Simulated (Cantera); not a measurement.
Input: 1 mol SiCl₄, 21 mol N₂, 7.9 mol H₂, equilibrated at 40.5 Torr.

Method: chemical equilibrium by Gibbs-energy minimisation in Cantera with the NASA 1993 tables (ideal gas, pure condensed phases). Candidate condensed phases: NH₄Cl, Si, Si₃N₄; 28 gas species. N₂ is the only nitrogen source here; it is nearly inert below about 1500 K, so the nitride shown seldom forms there in practice. The tables' values for SiCl₃, SiCl are old estimates; treat these amounts as uncertain. Rates play no part.

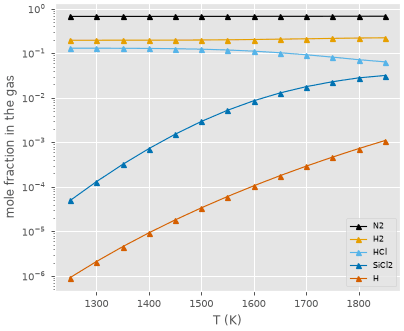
*Equilibrium gas composition (values under 1e-9 drawn at 1e-9)*

**Question.** Read off the mole fractions at 1700 K.

**Answer.** N₂ about 0.68, H₂ about 0.21, HCl about 0.093, SiCl₂ about 0.018, H about 0.00029.
